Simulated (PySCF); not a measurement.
# Dy(OH)3(NH3): how tightly the ligands are held

What does it cost to pull a ligand from Dy(OH)3(NH3)? The structure is generated, not taken from experiment.

Computed with PySCF 2.14.0. Level: PBE0, Dy lcecp-1-SVP with ECP55, O def2-SVP, H def2-SVP, N def2-SVP; scalar-relativistic core potentials, no spin–orbit coupling.

1 further run of the same task is left out (for a known fault of the program).

## 1. The starting structure

11 atoms, charge 0, spin multiplicity 1.

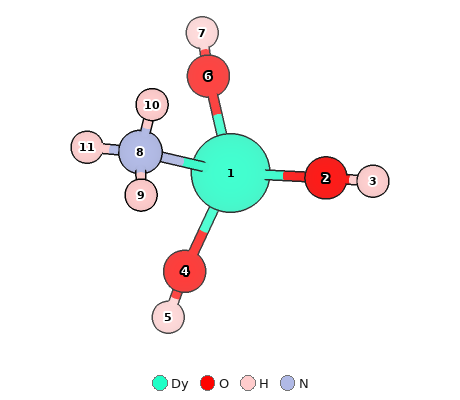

The structure; dysprosium teal, oxygen red, hydrogen pink, nitrogen light blue; atoms are numbered from 1 in the order of the file.

As a file:

```xyz
11
charge 0, multiplicity 1
Dy    0.15532   -0.19878    0.24896
O     1.18080    1.31488    1.20747
H     1.69968    1.94362    1.70485
O    -1.41527   -1.10711    1.23567
H    -2.06575   -1.57270    1.75744
O     1.11961   -1.24707   -1.24539
H     1.61915   -1.77444   -1.86541
N    -1.23909    1.26202   -1.24139
H    -1.83572    1.88866   -0.70042
H    -0.66644    1.84537   -1.85207
H    -1.85140    0.70900   -1.84181
```

Formal oxidation states: Dy +3. Each metal's 9 4f electrons lie in its core potential, so multiplicities, spins and levels count the valence alone. An earlier session relaxed this geometry at PBE0, Dy lcecp-1-SVP with ECP55, O def2-SVP, H def2-SVP, N def2-SVP (singlet, point group Cs).

## 2. OH taken off

The ligand (atoms 2, 3) keeps its formal charge and a closed shell where it can; ligand and rest are solved at the complex's geometry, in vacuum, with the settings of the relaxation.

| part | charge | state | energy (Eh) |
| --- | --- | --- | --- |
| complex | 0 | singlet | -320.804639 |
| ligand | -1 | singlet | -75.579148 |
| rest | 1 | singlet | -244.839802 |

Run time: 2 s. Hardware: 2 threads of Arm Neoverse V1, shared host.

## 3. Rigid scan of OH

Atoms 2, 3 move together along the line from atom 1; the distance is to the donor, the donors' midpoint or the ring centre. Each point starts from the density of the one before.

| distance (Å) | energy from the relaxed point (eV) |
| --- | --- |
| 1.76 | 1.357 |
| 1.86 | 0.516 |
| 1.96 | 0.111 |
| 2.06 | 0.000 |
| 2.16 | 0.082 |
| 2.26 | 0.288 |
| 2.46 | 0.895 |
| 2.76 | 1.944 |
| 3.16 | 3.227 |
| 3.66 | 4.483 |

Wall time 21 s (2 threads of Arm Neoverse V1, shared host).

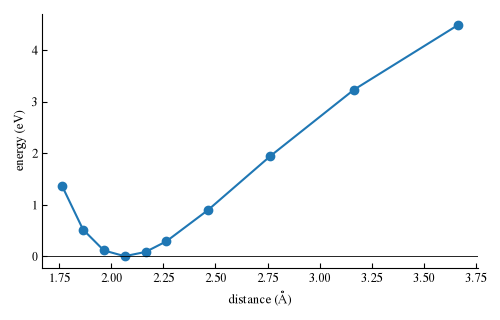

Energy along the rigid scan of OH.

## 4. NH3 taken off

The ligand (atoms 8, 9, 10, 11) keeps its formal charge and a closed shell where it can; ligand and rest are solved at the complex's geometry, in vacuum, with the settings of the relaxation.

| part | charge | state | energy (Eh) |
| --- | --- | --- | --- |
| complex | 0 | singlet | -320.804639 |
| ligand | 0 | singlet | -56.440597 |
| rest | 0 | singlet | -264.314138 |

Wall time 1.2 s (2 threads of Arm Neoverse V1, shared host).

## 5. Rigid scan of NH3

Atoms 8, 9, 10, 11 move together along the line from atom 1; the distance is to the donor, the donors' midpoint or the ring centre. Each point starts from the density of the one before.

| distance (Å) | energy from the relaxed point (eV) |
| --- | --- |
| 2.21 | 0.348 |
| 2.31 | 0.133 |
| 2.41 | 0.029 |
| 2.51 | 0.000 |
| 2.61 | 0.020 |
| 2.71 | 0.072 |
| 2.91 | 0.221 |
| 3.21 | 0.469 |
| 3.61 | 0.743 |
| 4.11 | 0.974 |

Wall time 19 s (2 threads of Arm Neoverse V1, shared host).

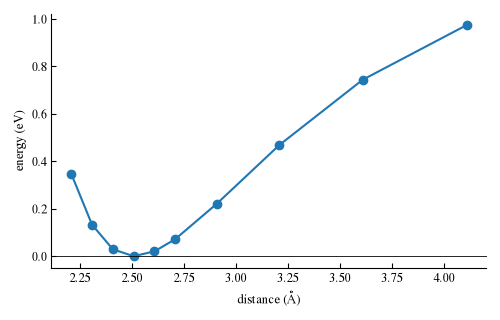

Energy along the rigid scan of NH3.

## 6. Summary of results

| quantity | value |
| --- | --- |
| taking off OH | 10.50 eV |
| stiffness of the OH contact | 19.4 eV/Å² |
| taking off NH3 | 1.36 eV |
| stiffness of the NH3 contact | 4.9 eV/Å² |

**Reading.** Taking off OH as a fragment of charge -1 costs 10.50 eV, much of it the attraction of the two charges. Near 2.06 Å the OH contact has a stiffness of about 19.4 eV/Å², and the energy stands 4.48 eV higher at 3.66 Å. Taking off NH3 as a fragment of charge +0 costs 1.36 eV. Near 2.51 Å the NH3 contact has a stiffness of about 4.9 eV/Å², and the energy stands 0.97 eV higher at 4.11 Å. The free anion is solved without diffuse functions, no counterpoise correction is made, and the parts aren't relaxed; each of these makes the binding look larger. These are double-zeta-type bases without diffuse functions. Spin–orbit coupling is left out.
